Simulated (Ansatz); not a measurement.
System: Er₂O.

```cif
data_structure
_symmetry_space_group_name_H-M 'P 1'
_symmetry_Int_Tables_number 1
_cell_length_a 3.6576
_cell_length_b 3.6576
_cell_length_c 11.7478
_cell_angle_alpha 90.000
_cell_angle_beta 90.000
_cell_angle_gamma 90.000
_cell_volume 157.16
loop_
_atom_site_label
_atom_site_type_symbol
_atom_site_fract_x
_atom_site_fract_y
_atom_site_fract_z
_atom_site_occupancy
Er1 Er 0.00000 0.50000 0.85009 1
Er2 Er 0.50000 0.00000 0.35009 1
Er3 Er 0.50000 0.00000 0.64991 1
Er4 Er 0.00000 0.50000 0.14991 1
O1 O 0.00000 0.00000 0.75000 1
O2 O 0.00000 0.00000 0.25000 1
```

Space group P4₂/mmc; a structure generated by program, which may or may not match a known phase; computed without spin polarisation; no Hubbard U on the f states and no spin–orbit coupling.

These are results of DFT PBE, scalar-relativistic, plane waves, PAW; 4f electrons in the core of a trivalent norm-conserving potential in Ansatz, not measurements.

> Predict the valence pseudo-density and electron localisation function between the atoms.

Er–O (2.17 Å): the density is about 0.54 e/Å³ at the midpoint; the ELF peaks at about 0.85 in the valence shell of O, 0.6 Å from its nucleus, and drops to about 0.15 between the two atoms; no shared electron pair shows on this line.
The ELF has a maximum of about 0.75 in the space between the atoms, 2.5 Å from four Er atoms, on no atom or two-centre bond.

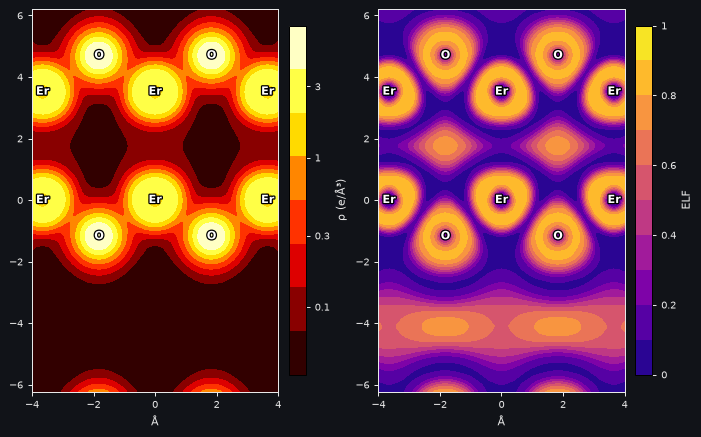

Computed valence pseudo-density and electron localisation function on the (010) plane of the conventional cell, in this order. 
